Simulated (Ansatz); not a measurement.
# TiIn2 (built on the sites of a database entry of HfB2): a soft mode frozen in, part 2 of 2

Aim: this structure of TiIn2 (built on the sites of a database entry of HfB2) is to be tested for unstable modes, and one is followed downhill.

Ansatz 0.2.0; DFT PBEsol, scalar-relativistic, plane waves, PAW.

So far, highest frequency on the path or at a solved wavevector (cm⁻¹): step 2 (phonons on a q mesh) 191. Also lowest frequency on the path (cm⁻¹): step 2 -122.

The structure was built from a prototype and need not be the compound's stable phase.

## Step 4: The mode frozen in, largest atomic shift 0.14 Å

The atoms are moved along the unstable eigenvector, the largest shift by 0.14 Å, with the cell fixed.

The input, input.yaml:

```yaml
crystal:
  lattice:
    - [-4.8611268095, 0.0, 0.0]
    - [-2.4305634048, -4.2098593081, -5.9289330673]
    - [-2.4305634048, -4.2098593081, 5.9289330673]
  atoms:
    - { symbol: Ti, position: [0.028799907, 0.0, 0.0] }
    - { symbol: Ti, position: [-0.028799907, 0.75, 0.25] }
    - { symbol: Ti, position: [-0.028799907, 0.5, 0.5] }
    - { symbol: Ti, position: [0.028799907, 0.25, 0.75] }
    - { symbol: In, position: [0.3390428679, 0.2916666667, 0.0416666667] }
    - { symbol: In, position: [0.3333333333, 0.0416666667, 0.2916666667] }
    - { symbol: In, position: [0.3276237988, 0.7916666667, 0.5416666667] }
    - { symbol: In, position: [0.3333333333, 0.5416666667, 0.7916666667] }
    - { symbol: In, position: [0.6609571321, 0.4583333333, 0.2083333333] }
    - { symbol: In, position: [0.6666666667, 0.2083333333, 0.4583333333] }
    - { symbol: In, position: [0.6723762012, 0.9583333333, 0.7083333333] }
    - { symbol: In, position: [0.6666666667, 0.7083333333, 0.9583333333] }
kpoints:
  mp_grid: { grid: [8, 8, 8] }
hamiltonian:
  xc: pbesol
scf:
  occupations: { method: methfessel_paxton, width: 0.15 }
output:
  forces: true
  stress: true
  eigenvalues: true
```

The run is started by

```console
$ ansatz run input.yaml --threads 8 --pin off --max-ram 14336MiB --backend cpu --events-out ev --progress --plain --runs-dir out
```

Numbers of over 12 decimals in the logs are rounded to 6 here.

What it wrote:

```text
[...]
Crystal: 12 atoms, lattice volume = 242.667 Å³
Basis set: ecut = 420 eV, 4721 PW (Γ), exchange–correlation on 72×108×108 points (8 copies of the dense FFT grid, shifted against one another)
Bands: 92, of which v1, the nominal top of the filled ones, is band 76 counted from 1 (75 counted from 0)
Symmetry: 8 space group operations
[...]
k-points: 95 of 512
[...]
k-point 0: bands = [... 72 lower, 12.3804, 13.2799, 13.3292, 13.4181, 13.5248, 13.5315, 13.5620, 13.5817, ... 12 higher]
  k-point 1: bands = [... 72 lower, 12.3291, 12.8916, 13.2314, 13.3312, 13.4468, 13.5062, 13.5482, 13.7028, ... 12 higher]
  k-point 2: bands = [... 72 lower, 12.3548, 12.3991, 12.7674, 13.1853, 13.3801, 13.4135, 13.5085, 13.6706, ... 12 higher]
  k-point 94: bands = [... 72 lower, 12.1460, 12.1460, 13.1213, 13.1213, 13.2603, 13.2603, 13.7537, 13.7537, ... 12 higher]
[key lines of the parts left out:]
SCF converged after 7 iterations
Free energy (F): -54098.402271 eV
Fermi energy:    13.115360 eV
P = ⅓ Tr σ = 0.1833 GPa (1.833 kbar)
```

The job ended after 27 s (8 threads of Arm Neoverse N1, shared host; peak memory 2.2 GiB).

This step gave:

```yaml
pressure: 0.1833 GPa
energy_from_the_undistorted_cell: -0.911 meV/atom
```

The energy, extrapolated to zero smearing, is -0.91 meV/atom against the undistorted cell.

The run ends at a pressure of 0.18 GPa, with forces up to 0.047 eV/Å.

## Step 5: Energy along the mode, all amplitudes (two of the runs are shown above)

An imaginary frequency means negative curvature, so the energy should fall and then rise again as anharmonic terms take over.

This step gave:

- depth at the lowest point sampled: 0.911 meV/atom
- largest atomic shift at that point: 0.14 Å

Table of energy from the parent by largest atomic shift:

| largest atomic shift (Å) | energy from the parent (meV/atom) |
| --- | --- |
| 0.000 | 0 |
| 0.040 | -0.213 |
| 0.080 | -0.701 |
| 0.140 | -0.911 |
| 0.220 | 2.79 |
| 0.320 | 18.2 |

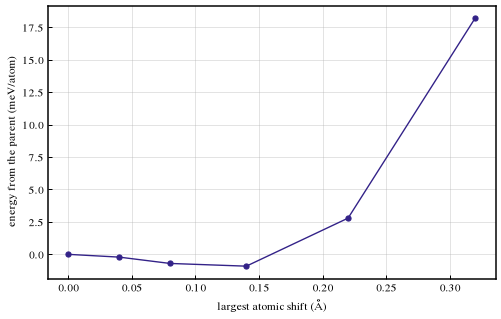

Energy from the parent against largest atomic shift.

Displacement at unit largest shift by atom:

| atom | x (Å) | y (Å) | z (Å) | size |
| --- | --- | --- | --- | --- |
| Ti1 | -1.00 | 0.00 | 0.00 | 1.00 |
| Ti2 | 1.00 | 0.00 | 0.00 | 1.00 |
| Ti3 | 1.00 | 0.00 | 0.00 | 1.00 |
| Ti4 | -1.00 | 0.00 | 0.00 | 1.00 |
| In5 | -0.20 | 0.00 | 0.00 | 0.20 |
| In6 | 0.00 | 0.00 | 0.00 | 0.00 |
| In7 | 0.20 | 0.00 | 0.00 | 0.20 |
| In8 | 0.00 | 0.00 | 0.00 | 0.00 |
| In9 | 0.20 | 0.00 | 0.00 | 0.20 |
| In10 | 0.00 | 0.00 | 0.00 | 0.00 |
| In11 | -0.20 | 0.00 | 0.00 | 0.20 |
| In12 | 0.00 | 0.00 | 0.00 | 0.00 |

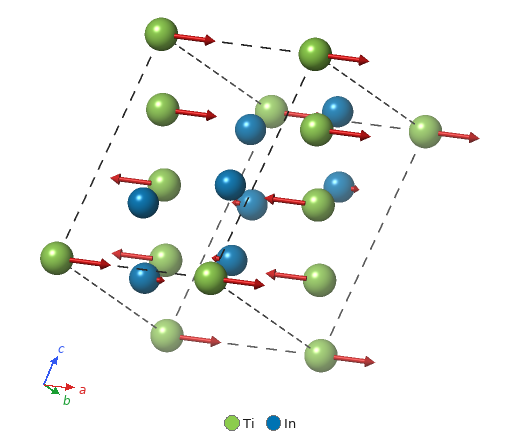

Displacement at unit largest shift as arrows, the longest 1 Å. Some periodic images of atoms are drawn too.

The lowest of the steps tried is at 0.14 Å, 0.911 meV/atom below the parent; the bottom of the well need not coincide with a step.

## Step 6: Relaxing from the distorted cell

Starting from the lowest point found, all atoms and the cell are let go, so that strain and other modes of the same symmetry can join in.

Edit input.yaml of step 4 so:

```diff
@@ -28 +28,6 @@
   eigenvalues: true
+relax:
+  adjacent_minimum: "off"
+  f_tol: 0.002
+  max_steps: 120
+  cell: { stress_tol: 0.03 }
```

What it wrote:

```text
[...]
Crystal: 12 atoms, lattice volume = 242.667 Å³
Basis set: ecut = 420 eV, 4721 PW (Γ), exchange–correlation on 72×108×108 points (8 copies of the dense FFT grid, shifted against one another)
Bands: 92, of which v1, the nominal top of the filled ones, is band 76 counted from 1 (75 counted from 0)
Symmetry: 8 space group operations
[...]
k-points: 95 of 512
[...]
SCF iter   1: F=—  HF=-54098.443623 eV  |F-HF|=—  |Δ(HF+E_count)|=         —  Δρ=8.51e-3  dr2=2.16e-1  ethr=1.77e-3  ⟨swp⟩=6.4  Hψ=35926  notcnv=0
[...]
SCF iter   7: F=-54098.402271 eV  HF=-54098.402271 eV  |F-HF|=4.16e-8  |Δ(HF+E_count)|=   1.34e-7  S|Δr|=    0.00e0  Δρ=5.43e-6  dr2=7.21e-8  ethr=6.58e-11  ⟨swp⟩=10.1  Hψ=35413  notcnv=0
SCF 1 converged in 7 iterations: F = -54098.402271 eV  dr2 = 7.21e-8
[...]
relax step   1: F+E_penalty+E_count = -54098.40227081 eV  Δ(F+E_penalty+E_count) = +0.000e0 eV  max|allowed force component| = 4.604e-2 eV/Å  Δτ_max = 0.0000 Å  P = +0.183 GPa  Ω = 242.667 Å³  (7 SCF iters, dr2 threshold 1.00e-7 eV, accepted)
Crystal: 12 atoms, lattice volume = 243.718 Å³
Basis set: ecut = 420 eV, 4763 PW (Γ), exchange–correlation on 72×108×108 points (8 copies of the dense FFT grid, shifted against one another)
[...]
SCF iter   5: F=-54098.417372 eV  HF=-54098.417372 eV  |F-HF|=1.39e-7  |Δ(HF+E_count)|=   6.16e-7  S|Δr|=    0.00e0  Δρ=1.31e-5  dr2=3.40e-7  ethr=4.50e-10  ⟨swp⟩=7.5  Hψ=33754  notcnv=0
SCF 2 converged in 5 iterations: F = -54098.417372 eV  dr2 = 3.40e-7
[...]
relax step   2: F+E_penalty+E_count = -54098.41737223 eV  Δ(F+E_penalty+E_count) = -1.510e-2 eV  max|allowed force component| = 1.622e-2 eV/Å  Δτ_max = 0.0132 Å  P = -0.285 GPa  Ω = 243.718 Å³  energy of the carried Pulay correction = -2.493e-4 eV  (5 SCF iters, dr2 threshold 6.84e-7 eV, accepted)
Crystal: 12 atoms, lattice volume = 241.981 Å³
Basis set: ecut = 420 eV, 4715 PW (Γ), exchange–correlation on 72×108×108 points (8 copies of the dense FFT grid, shifted against one another)
[...]
SCF iter   5: F=-54098.478286 eV  HF=-54098.478286 eV  |F-HF|=4.47e-8  |Δ(HF+E_count)|=   6.20e-7  S|Δr|=    0.00e0  Δρ=1.14e-5  dr2=2.00e-7  ethr=7.89e-10  ⟨swp⟩=7.4  Hψ=38011  notcnv=0
SCF 3 converged in 5 iterations: F = -54098.478286 eV  dr2 = 2.00e-7
relax step   3: F+E_penalty+E_count = -54098.47828633 eV  Δ(F+E_penalty+E_count) = -6.091e-2 eV  max|allowed force component| = 6.767e-2 eV/Å  Δτ_max = 0.0087 Å  P = +0.360 GPa  Ω = 241.981 Å³  energy of the carried Pulay correction = +1.634e-4 eV  (5 SCF iters, dr2 threshold 1.20e-6 eV, accepted)
[... from here on, the SCF cycles and remarks between the steps are left out ...]
relax step   4: F+E_penalty+E_count = -54098.60862934 eV  Δ(F+E_penalty+E_count) = -1.303e-1 eV  max|allowed force component| = 9.303e-2 eV/Å  Δτ_max = 0.0226 Å  P = -0.340 GPa  Ω = 244.392 Å³  energy of the carried Pulay correction = -4.087e-4 eV  (6 SCF iters, dr2 threshold 1.20e-6 eV, accepted)
relax step   5: F+E_penalty+E_count = -54098.49507701 eV  Δ(F+E_penalty+E_count) = +1.136e-1 eV  max|allowed force component| = 2.368e-1 eV/Å  Δτ_max = 0.0648 Å  P = +3.688 GPa  Ω = 237.974 Å³  energy of the carried Pulay correction = +1.127e-3 eV  (7 SCF iters, dr2 threshold 1.20e-6 eV, rejected (line search))
relax step   6: F+E_penalty+E_count = -54098.67089526 eV  Δ(F+E_penalty+E_count) = -6.227e-2 eV  max|allowed force component| = 6.500e-2 eV/Å  Δτ_max = 0.0292 Å  P = -0.483 GPa  Ω = 246.045 Å³  energy of the carried Pulay correction = -7.976e-4 eV  (10 SCF iters, accepted)
relax step   7: F+E_penalty+E_count = -54098.67342506 eV  Δ(F+E_penalty+E_count) = -2.530e-3 eV  max|allowed force component| = 1.254e-1 eV/Å  Δτ_max = 0.0762 Å  P = +0.280 GPa  Ω = 245.078 Å³  energy of the carried Pulay correction = -5.703e-4 eV  (6 SCF iters, dr2 threshold 1.20e-6 eV, accepted)
relax step   8: F+E_penalty+E_count = -54098.68392434 eV  Δ(F+E_penalty+E_count) = -1.050e-2 eV  max|allowed force component| = 3.269e-2 eV/Å  Δτ_max = 0.0147 Å  P = +0.160 GPa  Ω = 245.592 Å³  energy of the carried Pulay correction = -6.912e-4 eV  (5 SCF iters, dr2 threshold 1.20e-6 eV, accepted)
relax step   9: F+E_penalty+E_count = -54098.68419943 eV  Δ(F+E_penalty+E_count) = -2.751e-4 eV  max|allowed force component| = 1.588e-2 eV/Å  Δτ_max = 0.0239 Å  P = +0.066 GPa  Ω = 246.066 Å³  energy of the carried Pulay correction = -8.025e-4 eV  (6 SCF iters, dr2 threshold 2.52e-7 eV, accepted)
relax step  10: F+E_penalty+E_count = -54098.68470828 eV  Δ(F+E_penalty+E_count) = -5.089e-4 eV  max|allowed force component| = 1.681e-3 eV/Å  Δτ_max = 0.0124 Å  P = +0.004 GPa  Ω = 246.070 Å³  energy of the carried Pulay correction = -8.035e-4 eV  (6 SCF iters, dr2 threshold 3.23e-8 eV, accepted)
relax step  11: F+E_penalty+E_count = -54098.68694869 eV  Δ(F+E_penalty+E_count) = -2.240e-3 eV  max|allowed force component| = 1.527e-3 eV/Å  Δτ_max = 0.0000 Å  P = +0.017 GPa  Ω = 246.070 Å³  stress off target by 4.77e-2 GPa  SCF on the basis re-selected at this cell (its energy is not comparable with the rows above)  (6 SCF iters)
relax step  12: F+E_penalty+E_count = -54098.68695080 eV  Δ(F+E_penalty+E_count) = -2.111e-6 eV  max|allowed force component| = 9.517e-4 eV/Å  Δτ_max = 0.0008 Å  P = +0.006 GPa  Ω = 246.148 Å³  energy of the carried Pulay correction = -1.727e-5 eV  (5 SCF iters, dr2 threshold 5.69e-9 eV, accepted)
[...]
SCF iter   5: F=-54098.686972 eV  HF=-54098.686972 eV  |F-HF|=2.91e-11  |Δ(HF+E_count)|=  1.46e-11  S|Δr|=    0.00e0  Δρ=2.78e-8  dr2=3.59e-12  ethr=1.00e-12  ⟨swp⟩=4.0  Hψ=25052  notcnv=0
SCF 13 converged in 5 iterations: F = -54098.686972 eV  dr2 = 3.59e-12
relax step  13: F+E_penalty+E_count = -54098.68697222 eV  Δ(F+E_penalty+E_count) = -2.142e-5 eV  max|allowed force component| = 9.453e-4 eV/Å  Δτ_max = 0.0000 Å  P = +0.006 GPa  Ω = 246.148 Å³  stress off target by 1.23e-2 GPa  SCF on the basis re-selected at this cell (its energy is not comparable with the rows above)  (5 SCF iters)
[...]
SCF converged after 5 iterations
[...]
Free energy (F): -54098.686972 eV
[...]
Internal energy: -54098.693626 eV  (E = F + TS)
E sigma→0 (E₀):  -54098.688636 eV
Entropy (-TS):   0.006654 eV (0.554 meV/atom)
Fermi energy:    12.875060 eV
[...]
--- Forces (eV/Å), atoms counted from 1 ---
  atom   1  Ti    -0.00022354     0.00000000    -0.00058448
  atom   2  Ti     0.00022354    -0.00000000     0.00058448
  atom   3  Ti     0.00022354    -0.00000000    -0.00058448
  atom   4  Ti    -0.00022354     0.00000000     0.00058448
  atom   5  In     0.00094527     0.00050221     0.00000000
  atom   6  In    -0.00000000    -0.00030218     0.00000000
  atom   7  In    -0.00094527     0.00050221    -0.00000000
  atom   8  In    -0.00000000    -0.00030218     0.00000000
  atom   9  In    -0.00094527    -0.00050221    -0.00000000
  atom  10  In     0.00000000     0.00030218    -0.00000000
  atom  11  In     0.00094527    -0.00050221     0.00000000
  atom  12  In     0.00000000     0.00030218    -0.00000000
  max |Σ_I F_I| component: 1.30e-18 eV/Å
--- Stress (GPa, compression-positive) ---
        0.000731       0.000000       0.000000
        0.000000       0.012336       0.000000
        0.000000       0.000000       0.004324
  P = ⅓ Tr σ = 0.0058 GPa (0.058 kbar)
--- Band table (eV; the first three rows and the last of 95) ---
  k-point 0: bands = [... 72 lower, 12.3048, 12.7865, 12.9734, 13.0410, 13.1374, 13.2723, 13.4257, 13.4277, ... 12 higher]
  k-point 1: bands = [... 72 lower, 12.1801, 12.5475, 12.8459, 12.9677, 13.1680, 13.2886, 13.3484, 13.5619, ... 12 higher]
  k-point 2: bands = [... 72 lower, 11.9736, 12.1376, 12.1895, 12.8114, 13.0628, 13.2771, 13.4635, 13.5004, ... 12 higher]
  k-point 94: bands = [... 72 lower, 11.9313, 11.9313, 12.7014, 12.7014, 13.1320, 13.1320, 13.3715, 13.3715, ... 12 higher]
--- Relaxed structure (11 steps of the walk, 10 accepted, 2 SCFs on fresh bases) ---
  F+E_penalty+E_count = -54098.68697222 eV   max|allowed force component| = 9.453e-4 eV/Å   (the final SCF, on the basis selected at the relaxed cell)
  cell:  # Å, volume = 246.1476 Å³
    - [-5.241630, 3.112698239376332e-11, 0.0]
    - [-2.620815, -3.940755, -5.958265]
    - [-2.620815, -3.940755, 5.958265]
  atoms:
    - { symbol: Ti, position: [0.051085, -0.000285653, 0.000285653] }
    - { symbol: Ti, position: [-0.051085, 0.750286, 0.249714] }
    - { symbol: Ti, position: [-0.051085, 0.499714, 0.500286] }
    - { symbol: Ti, position: [0.051085, 0.250286, 0.749714] }
    - { symbol: In, position: [0.331253, 0.301106, 0.051106] }
    - { symbol: In, position: [0.324686, 0.050314, 0.300314] }
    - { symbol: In, position: [0.316534, 0.801106, 0.551106] }
    - { symbol: In, position: [0.324686, 0.550314, 0.800314] }
    - { symbol: In, position: [0.668747, 0.448894, 0.198894] }
    - { symbol: In, position: [0.675314, 0.199686, 0.449686] }
    - { symbol: In, position: [0.683466, 0.948894, 0.698894] }
    - { symbol: In, position: [0.675314, 0.699686, 0.949686] }
```

Wall time 7.8 min (8 threads); peak memory 2.3 GiB.

The steps of the relaxation:

| step | energy less that of the first step (eV) | largest force component (eV/Å) | pressure (GPa) | volume (Å³) |
| --- | --- | --- | --- | --- |
| 1 | 0.0000 | 0.0460 | 0.18 | 242.67 |
| 2 | -0.0151 | 0.0162 | -0.29 | 243.72 |
| 3 | -0.0760 | 0.0677 | 0.36 | 241.98 |
| 4 | -0.2064 | 0.0930 | -0.34 | 244.39 |
| 5 | -0.0928 | 0.2368 | 3.69 | 237.97 |
| 6 | -0.2686 | 0.0650 | -0.48 | 246.04 |
| 7 | -0.2712 | 0.1254 | 0.28 | 245.08 |
| 8 | -0.2817 | 0.0327 | 0.16 | 245.59 |
| 9 | -0.2819 | 0.0159 | 0.07 | 246.07 |
| 10 | -0.2824 | 0.0017 | 0.00 | 246.07 |
| 11* | -0.2847 | 0.0015 | 0.02 | 246.07 |
| 12 | -0.2847 | 0.0010 | 0.01 | 246.15 |
| 13* | -0.2847 | 0.0009 | 0.01 | 246.15 |

Relaxation steps marked * repeat the geometry before them on a plane-wave basis chosen anew for their cell, so energy and pressure can jump there. Relaxation step 5 was tried and not accepted.

Forces are held to the 8 operations that the run works with; a distortion that breaks them can't arise in this run.

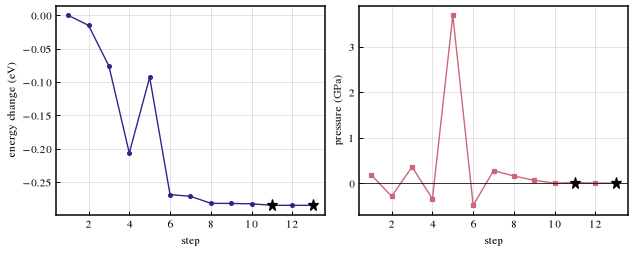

Energy and pressure along the relaxation. Stars mark steps on a basis chosen anew.

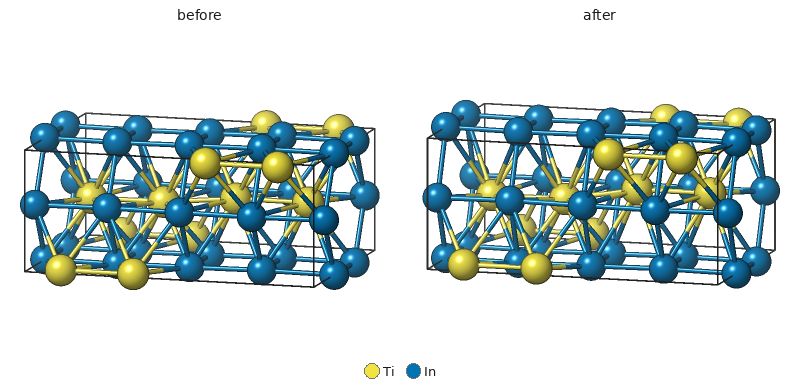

The structure before and after the relaxation, drawn at the same scale.

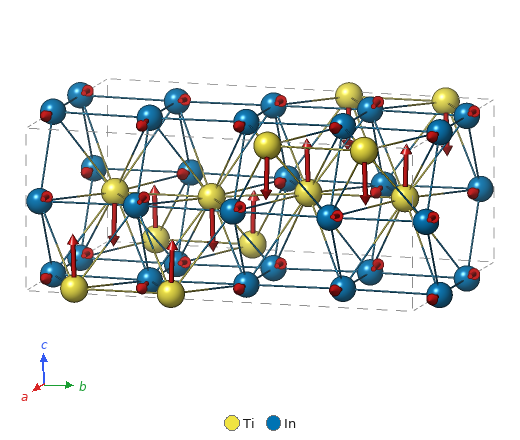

Displacements in the relaxation, exaggerated, measured against the changing cell; the longest in the cell stands for 0.12 Å. Some periodic images of atoms are drawn too.

| conventional cell, symmetrised | before | after | change |
| --- | --- | --- | --- |
| a (Å) | 8.420 | 7.882 | -6.4 % |
| b (Å) | 11.858 | 11.917 | +0.5 % |
| c (Å) | 4.861 | 5.242 | +7.8 % |
| volume (Å³/atom) | 20.22 | 20.51 | +1.4 % |

The atoms that moved most (Å, as changes of fractional coordinates times the final cell):

| atom | dx | dy | dz | length |
| --- | --- | --- | --- | --- |
| Ti1 | -0.117 | 0.000 | 0.003 | 0.117 |
| Ti2 | 0.117 | 0.000 | -0.003 | 0.117 |
| Ti4 | -0.117 | 0.000 | -0.003 | 0.117 |
| Ti3 | 0.117 | 0.000 | 0.003 | 0.117 |
| In11 | -0.009 | 0.074 | 0.000 | 0.075 |
| In7 | 0.009 | -0.074 | 0.000 | 0.075 |
| In5 | -0.009 | -0.074 | 0.000 | 0.075 |
| In9 | 0.009 | 0.074 | 0.000 | 0.075 |

The relaxed structure:

```
Ti In
1.0
    -5.24163    0.00000    0.00000
    -2.62081   -3.94076   -5.95826
    -2.62081   -3.94076    5.95826
Ti In
4 8
Direct
  0.05109 0.99971 0.00029
  0.94891 0.75029 0.24971
  0.94891 0.49971 0.50029
  0.05109 0.25029 0.74971
  0.33125 0.30111 0.05111
  0.32469 0.05031 0.30031
  0.31653 0.80111 0.55111
  0.32469 0.55031 0.80031
  0.66875 0.44889 0.19889
  0.67531 0.19969 0.44969
  0.68347 0.94889 0.69889
  0.67531 0.69969 0.94969
```

This step gave:

```yaml
pressure: 0.005797 GPa
volume_per_atom: 20.51 Å³
```

The distorted start has space group Imma; the relaxation ends in Imma.

## Step 7: The phases reached

The phases reached along the modes that were followed are set side by side.

Energies are those of the first relaxation, on the mesh of the frozen mode; space group, volume and gap are those of the last relaxation. Phases, by row:

| mode frozen in | space group | energy from parent (meV/atom) | volume (Å³/atom) | gap on mesh (eV) | lowest zone-centre optical mode (cm⁻¹) | largest shift (Å) |
| --- | --- | --- | --- | --- | --- | --- |
| parent | P6/mmm | 0 | 20.22 | 0 | – | – |
| q = (0, -0.5, 0), 122i cm⁻¹ | Pmma | -43.51 | 21.06 | 0 | 42.5 | 0.6 |
| q = (0, -0.5, 0.25), 78i cm⁻¹ | Imma | -24.93 | 20.51 | 0 | – | 0.268 |

## Step 8: Summary of results

| Property | Result |
| --- | --- |
| unstable mode of the parent | q = (0, -0.5, 0.25), 78i cm⁻¹ |
| depth at the lowest point sampled | 0.911 meV/atom |
| largest atomic shift at that point | 0.14 Å |
| space group reached (within 0.01 Å) | Imma |
| energy gained over the parent (first relaxation, on the mesh of the frozen mode) | 24.9 meV/atom |
| volume per atom, phase reached | 20.5 Å³ |

In words: Along this mode the structure falls into Imma, 24.9 meV/atom below the parent. At the parent's cell the well is 0.911 meV/atom deep on the steps tried, with its lowest point at a shift of 0.14 Å. Relaxing atoms and cell changes the gain by +24.02 meV/atom against the lowest step (energies at zero smearing). Most of the total comes from this relaxation. The modes of the phase reached were not computed on this path. How so shallow a well moves with the k mesh was not tested. Of the 2 patterns followed to their end from this parent, this one ends 18.6 meV/atom above the lowest, Pmma. Each path keeps the symmetry of its pattern, so a lower phase may lie along a pattern not tried. With no gap, or one that is small against the smearing, the frequencies hang on the k mesh and the smearing, most of all near Kohn anomalies. The starting cell was built on a prototype and not taken from a measurement, so the phase need not exist.

[Logs are printed without paths, hosts, clocks, repeated set-up lines and the standing remarks that a program may print on its own settings, such as how far it seeks lower states.]

[Hosts, paths, dates, database ids (printed as entryN), source tags and the programs' standing remarks are cut or masked in the printed files.]
